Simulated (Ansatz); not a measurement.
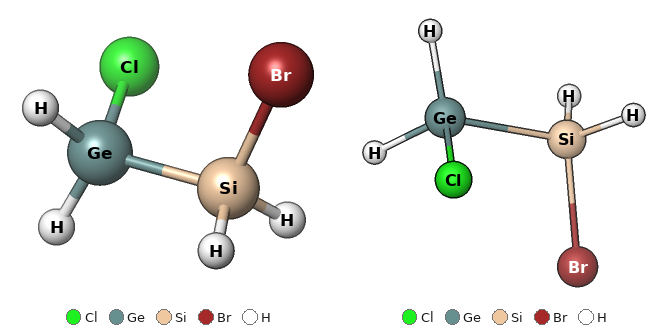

The same structure drawn twice, from different directions.

The geometry was computed by an optimisation with PBE0-D4/def2-TZVP.

Question: Count the atoms of each element.

Answer: BrClGeH₄Si, 8 atoms: 1 bromine, 1 chlorine, 1 germanium, 4 hydrogen and 1 silicon.

Question: Give a SMILES string for it.

Answer: [Cl][GeH2][SiH2]Br

Question: Name functional groups in it.

Answer: Among them: Si–H bond.

More results for the same structure follow; atom numbers are the same in all pictures, views and colours differ.

## Symmetry

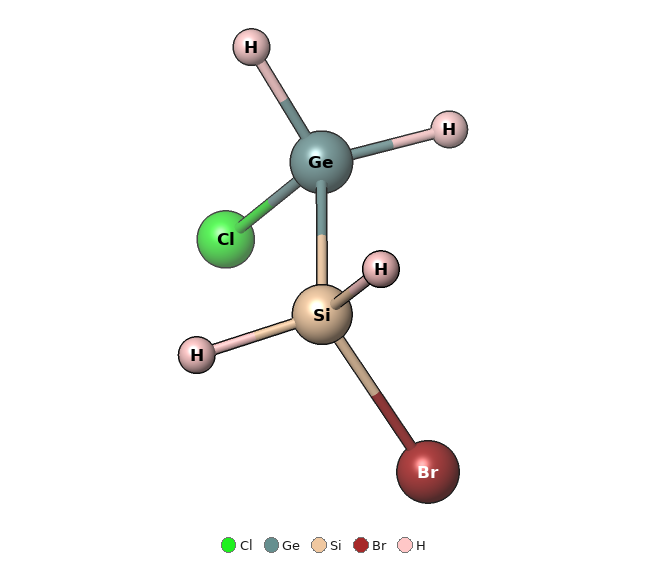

Depth is shown by fading: the farther an atom, the more it takes the colour of the background.

Question: Which symmetry elements does this geometry have?

Answer: It has no symmetry element but the identity, so the point group is C1. The group has 1 operation. The geometry is chiral, and symmetry allows a dipole moment.

## Charges

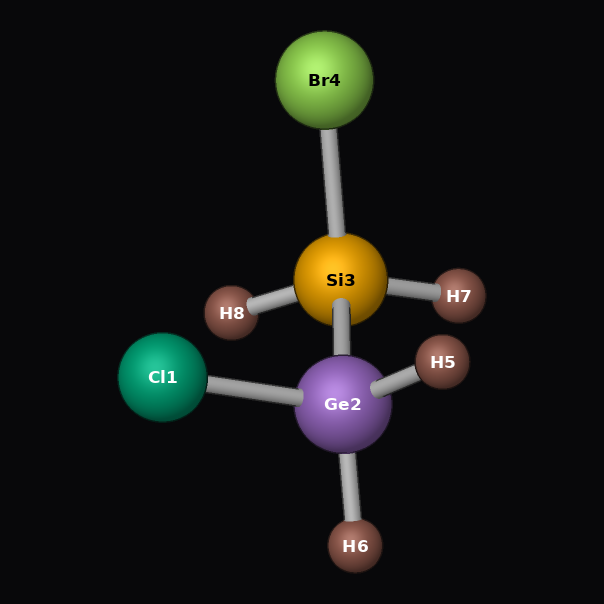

The questions are on Mulliken charges. Properties computed with RKS PBE-D4/def2-TZVPP (Ansatz 0.2.0).

Question: Which atom carries the highest charge (most positive or least negative)?

Answer: Ge2 (0.28 e).

Question: And the lowest?

Answer: Cl1 (−0.29 e).

List the Mulliken charges.

```csv
atom,value (e)
Cl1,−0.29
Ge2,0.28
Si3,0.22
Br4,−0.18
H5,0.01
H6,0.01
H7,−0.03
H8,−0.02
```

## Vibrations

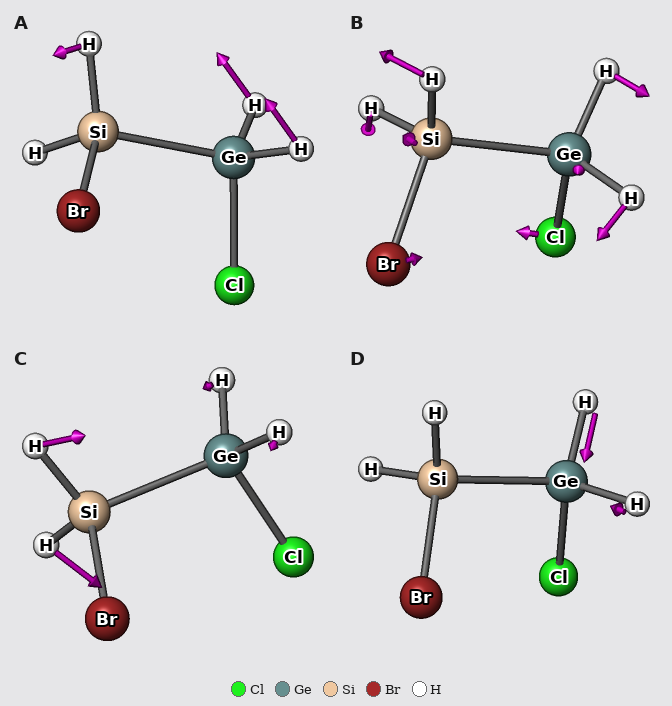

4 normal modes of one molecule or complex, as arrows. Harmonic vibrations computed with RKS PBE0-D4/def2-TZVP (Ansatz 0.2.0) at a stationary point of the same level.

Question: Match the panels to the wavenumbers 70 cm⁻¹, 728 cm⁻¹, 925 cm⁻¹, 2147 cm⁻¹.

Answer: A: 728 cm⁻¹, angle bending
B: 70 cm⁻¹
C: 925 cm⁻¹, H–Si–H bending
D: 2147 cm⁻¹, Ge–H stretching

## Electronic properties

Properties computed with RKS revPBE-D4/def2-TZVPP (Ansatz 0.2.0).

Computed properties:

- HOMO energy (Kohn–Sham orbital): −6.81 eV
- LUMO energy (Kohn–Sham orbital): −1.80 eV
- HOMO–LUMO gap: 5.01 eV
- dispersion correction: −54.7 kJ/mol

Mulliken values depend strongly on the basis set and can even reverse the polarity of a bond.
